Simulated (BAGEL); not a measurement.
# C2H2F4 (norflurane) at HF/STO-3G (density fitting with qzvpp-jkfit)

What is the vertical singlet–triplet gap of C2H2F4 (norflurane) at HF/STO-3G (density fitting with qzvpp-jkfit)? 

Program for the calculation: BAGEL 1.2.2.

9 further runs of the same task are left out: 7 that didn't finish, 2 set aside as unsound or not needed. Runs told in other sessions of the task aren't counted.

## 1. The structure to begin with

C2H2F4 has 8 atoms, charge 0, and is taken as a singlet. SMILES: `FCC(F)(F)F`. Geometry: relaxed at PBE0-D4/def2-TZVP.

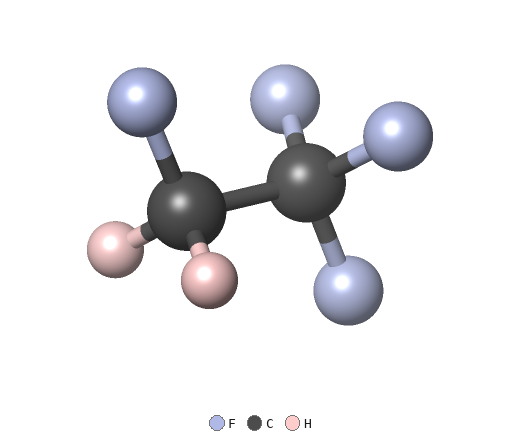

Viewed from a chosen angle; fluorine light blue, carbon dark grey, hydrogen pink.

## 2. The energy at HF/STO-3G (density fitting with qzvpp-jkfit)

input.json reads:

```json
{ "bagel": [

{
  "title": "molecule",
  "basis": "sto-3g",
  "df_basis": "qzvpp-jkfit",
  "angstrom": true,
  "geometry": [
    { "atom": "F", "xyz": [      -0.224600,      -1.506500,       0.915200 ] },
    { "atom": "C", "xyz": [      -0.211200,      -0.737800,      -0.211700 ] },
    { "atom": "C", "xyz": [       0.211200,       0.674300,       0.135500 ] },
    { "atom": "F", "xyz": [       1.434400,       0.711300,       0.662400 ] },
    { "atom": "F", "xyz": [       0.217100,       1.411800,      -0.982100 ] },
    { "atom": "F", "xyz": [      -0.624600,       1.243600,       1.002900 ] },
    { "atom": "H", "xyz": [       0.502000,      -1.148600,      -0.930100 ] },
    { "atom": "H", "xyz": [      -1.212300,      -0.705100,      -0.647900 ] }
  ]
},

{
  "title": "hf"
},

{
  "title": "print",
  "file": "orbitals.molden",
  "orbitals": true
}

]}
```

Run with:

```console
$ BAGEL_NUM_THREADS=1 BAGEL input.json > input.out
```

Output:

```text
* using 1 threads per process

  ===============================================================
  ===============================================================

  *** Geometry ***

  { "atom" : "F", "xyz" : [     -0.424432,     -2.846872,      1.729477 ] },
  { "atom" : "C", "xyz" : [     -0.399110,     -1.394240,     -0.400055 ] },
  { "atom" : "C", "xyz" : [      0.399110,      1.274242,      0.256058 ] },
  { "atom" : "F", "xyz" : [      2.710623,      1.344162,      1.251755 ] },
  { "atom" : "F", "xyz" : [      0.410260,      2.667915,     -1.855900 ] },
  { "atom" : "F", "xyz" : [     -1.180323,      2.350063,      1.895206 ] },
  { "atom" : "H", "xyz" : [      0.948643,     -2.170539,     -1.757634 ] },
  { "atom" : "H", "xyz" : [     -2.290915,     -1.332446,     -1.224354 ] },

  Number of auxiliary basis functions:      494

  Since a DF basis is specified, we compute 2- and 3-index integrals:
    o Being stored without compression. Storage requirement is 0.004 GB

  Number of basis functions:       32
  Number of electrons      :       50

    * METHOD: MOLECULE                             0.20

  *** RHF ***

  === Nuclear Repulsion ===
   273.0399609871

      * DIIS with orbital gradients will be used.

  === RHF iteration (sto-3g) ===
      0       -467.88274112          0.02793766           0.03
      1       -468.10366163          0.00785820           0.03
      2       -468.12145915          0.00142030           0.03
      3       -468.12286644          0.00016699           0.03
      4       -468.12288406          0.00003231           0.03
      5       -468.12288461          0.00000529           0.03
      6       -468.12288462          0.00000170           0.03
      7       -468.12288462          0.00000053           0.03
      8       -468.12288462          0.00000014           0.03
      9       -468.12288462          0.00000004           0.03
     10       -468.12288462          0.00000001           0.03
    * SCF iteration converged.

    * Permanent dipole moment:
           (    0.139836,     0.252966,     0.451506) a.u.

    * METHOD: HF                                   0.41

    * METHOD: PRINT                                0.00

  ===============================================================
```

It took 0.75 s on 1 thread of Arm Neoverse V1, shared host.

## 3. The triplet at the same level

input.json reads:

```json
{ "bagel": [

{
  "title": "molecule",
  "basis": "sto-3g",
  "df_basis": "qzvpp-jkfit",
  "angstrom": true,
  "geometry": [
    { "atom": "F", "xyz": [   -0.224600,   -1.506500,    0.915200 ] },
    { "atom": "C", "xyz": [   -0.211200,   -0.737800,   -0.211700 ] },
    { "atom": "C", "xyz": [    0.211200,    0.674300,    0.135500 ] },
    { "atom": "F", "xyz": [    1.434400,    0.711300,    0.662400 ] },
    { "atom": "F", "xyz": [    0.217100,    1.411800,   -0.982100 ] },
    { "atom": "F", "xyz": [   -0.624600,    1.243600,    1.002900 ] },
    { "atom": "H", "xyz": [    0.502000,   -1.148600,   -0.930100 ] },
    { "atom": "H", "xyz": [   -1.212300,   -0.705100,   -0.647900 ] }
  ]
},
{
  "title": "uhf",
  "nopen": 2
},
{
  "title": "print",
  "file": "orbitals.molden",
  "orbitals": true
}

]}
```

Run with:

```console
$ BAGEL_NUM_THREADS=1 BAGEL input.json > input.out
```

Output:

```text
* using 1 threads per process

  ===============================================================
  ===============================================================

  *** Geometry ***

  { "atom" : "F", "xyz" : [     -0.424432,     -2.846872,      1.729477 ] },
  { "atom" : "C", "xyz" : [     -0.399110,     -1.394240,     -0.400055 ] },
  { "atom" : "C", "xyz" : [      0.399110,      1.274242,      0.256058 ] },
  { "atom" : "F", "xyz" : [      2.710623,      1.344162,      1.251755 ] },
  { "atom" : "F", "xyz" : [      0.410260,      2.667915,     -1.855900 ] },
  { "atom" : "F", "xyz" : [     -1.180323,      2.350063,      1.895206 ] },
  { "atom" : "H", "xyz" : [      0.948643,     -2.170539,     -1.757634 ] },
  { "atom" : "H", "xyz" : [     -2.290915,     -1.332446,     -1.224354 ] },

  Number of auxiliary basis functions:      494

  Since a DF basis is specified, we compute 2- and 3-index integrals:
    o Being stored without compression. Storage requirement is 0.004 GB

  Number of basis functions:       32
  Number of electrons      :       50

    * METHOD: MOLECULE                             0.19

  *** Open-shell HF ***

  === Nuclear Repulsion ===
   273.0399609871

      * DIIS with orbital gradients will be used.

  === UHF iteration (sto-3g) ===
      0       -467.39792458          0.05061788           0.06
      1       -467.61205729          0.02195216           0.06
      2       -467.66660018          0.01024713           0.06
      3       -467.69015832          0.00624031           0.06
      4       -467.71923119          0.00502455           0.06
      5       -467.74056773          0.00141741           0.06
      6       -467.74072808          0.00113336           0.06
      7       -467.74139383          0.00056400           0.06
      8       -467.74155178          0.00045613           0.06
      9       -467.74168158          0.00018121           0.06
     10       -467.74170805          0.00003223           0.06
     11       -467.74171330          0.00001303           0.06
     12       -467.74171536          0.00000620           0.06
     13       -467.74171592          0.00000266           0.06
     14       -467.74171600          0.00000125           0.06
     15       -467.74171602          0.00000039           0.06
     16       -467.74171602          0.00000020           0.06
     17       -467.74171602          0.00000012           0.06
     18       -467.74171602          0.00000008           0.05
     19       -467.74171602          0.00000007           0.06
     20       -467.74171602          0.00000007           0.06
     21       -467.74171602          0.00000007           0.06
     22       -467.74171602          0.00000007           0.06
     23       -467.74171602          0.00000007           0.06
     24       -467.74171602          0.00000007           0.06
     25       -467.74171602          0.00000007           0.06
     26       -467.74171602          0.00000007           0.06
     27       -467.74171602          0.00000007           0.06
     28       -467.74171602          0.00000007           0.06
     29       -467.74171602          0.00000007           0.06
     30       -467.74171602          0.00000007           0.06
     31       -467.74171602          0.00000006           0.06
     32       -467.74171602          0.00000006           0.06
     33       -467.74171603          0.00000078           0.06
     34       -467.74171604          0.00000139           0.06
     35       -467.74171604          0.00000088           0.06
     36       -467.74171603          0.00000027           0.06
     37       -467.74171603          0.00000018           0.06
     38       -467.74171603          0.00000014           0.06
     39       -467.74171603          0.00000011           0.06
     40       -467.74171603          0.00000011           0.06
     41       -467.74171603          0.00000011           0.06
     42       -467.74171603          0.00000006           0.06
     43       -467.74171605          0.00000269           0.06
     44       -467.74171603          0.00000006           0.06
     45       -467.74171605          0.00000137           0.06
     46       -467.74171605          0.00000179           0.06
     47       -467.74171604          0.00000059           0.06
     48       -467.74171605          0.00000075           0.06
     49       -467.74171605          0.00000139           0.06
     50       -467.74171605          0.00000020           0.06
     51       -467.74171606          0.00000528           0.06
     52       -467.74171606          0.00000220           0.06
     53       -467.74171607          0.00000089           0.06
     54       -467.74171607          0.00000021           0.06
     55       -467.74171607          0.00000037           0.06
     56       -467.74171607          0.00000069           0.06
     57       -467.74171607          0.00000003           0.06
     58       -467.74171607          0.00000009           0.06
     59       -467.74171607          0.00000033           0.06
     60       -467.74171607          0.00000004           0.06
     61       -467.74171607          0.00000003           0.06
     62       -467.74171607          0.00000001           0.06
    * SCF iteration converged.

    * S^2 (UHF) is 2.0072

    * Permanent dipole moment:
           (    0.194857,     0.927251,    -0.319274) a.u.

    * METHOD: UHF                                  3.81

    * METHOD: PRINT                                0.00

  ===============================================================
```

It took 4.2 s on 1 thread of Arm Neoverse V1, shared host.

## 4. Outcome

Level: HF/STO-3G (density fitting with qzvpp-jkfit).

```
                                        quantity          value
                           singlet: total energy  -468.12288 Eh
                          singlet: dipole moment         1.36 D
                            singlet: HOMO energy      -10.70 eV
                            singlet: LUMO energy       13.67 eV
                          singlet: HOMO–LUMO gap       24.37 eV
                           triplet: total energy  -467.74172 Eh
                          triplet: dipole moment         2.54 D
                                   triplet: ⟨S²⟩          2.007
vertical energy of the triplet above the singlet      10.372 eV
```

What this shows: At this shape the triplet lies 10.37 eV (239 kcal/mol) above the singlet. In a minimal basis such a difference can be off by several eV, whatever the method.
